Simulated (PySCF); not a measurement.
Vertical excitations of a molecule C₂H₅ClO₂Si from TDA-PBE/def2-SVPD run with PySCF, as energy in eV (oscillator strength): 5.41 (0.001), 5.84 (0.046), 5.95 (0.018), 6.01 (0.007), 6.24 (0.007), 6.34 (0.064), 6.54 (0.015), 6.62 (0.034), 6.76 (0.010), 6.85 (0.047). Lowest triplet (TDA): 3.94 eV. Geometry: PBE0-D3(BJ)/def2-SVP. The values are those of a single conformer.

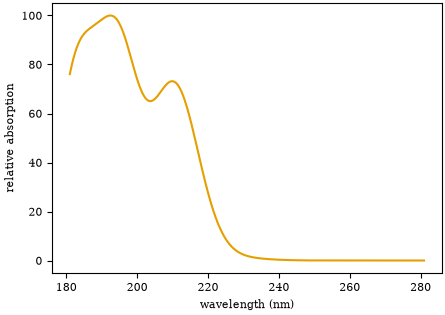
*The lines broadened by 0.4 eV.*

Identify the compound among the candidates.
(A) O=CC[Si@@H](O)Cl
(B) C=C[Si](O)(O)Cl
(C) C=C(Cl)[SiH](O)O
(D) O[SiH](O)/C=C\Cl

C, C=C(Cl)[SiH](O)O
